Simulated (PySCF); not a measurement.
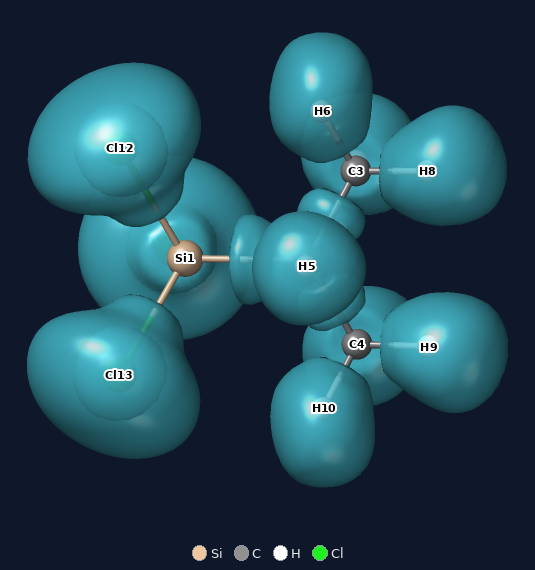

The picture shows: C$_{3}$H$_{7}$Cl$_{3}$Si (SMILES CC(C)[Si](Cl)(Cl)Cl). Isosurface of the ELF at 0.75 (cyan), seen across its widest extent. Core shells and regions of very low density are left out.

Geometry: PBE0-D3(BJ)/def2-SVP.

The calculation used PBE0/pcSseg-1, SCF density, gas phase, non-relativistic (PySCF).

Input

```
{"job": {"kind": "nmr", "xc": "PBE0", "basis": "pcSseg-1"}, "charge": 0, "multiplicity": 1}
Si     0.177298     0.340040    -1.566871
C      0.170969     0.313820     0.300937
C      0.975710    -0.871174     0.834966
C     -1.254026     0.350786     0.851825
H      0.688531     1.252032     0.577376
H      2.009073    -0.869675     0.457894
H      0.511508    -1.827157     0.545319
H      1.015381    -0.840960     1.935401
H     -1.236561     0.396997     1.952305
H     -1.814259     1.223713     0.485217
H     -1.811232    -0.554940     0.564627
Cl     2.102497     0.366496    -2.282610
Cl    -0.793054     2.003039    -2.288797
Cl    -0.761245    -1.326837    -2.324378
```

Command:

```sh
OMP_NUM_THREADS=1 python probes_run.py task.json out
```

**Identify the bonds, lone pairs and shells in this picture.**

The ELF exceeds this value in two regions between bonded C–C atoms (shared pairs), one region between bonded C–Si atoms (shared pairs), seven regions around hydrogen nuclei and three regions on Cl in which the atom's valence shell and bonds are merged.

Values along the shortest contacts:
C–C (1.53 Å): the ELF peaks at about 0.95 between the atoms; a shared electron pair. C–Si (1.87 Å): the ELF peaks at about 0.95 between the atoms (a shared electron pair).
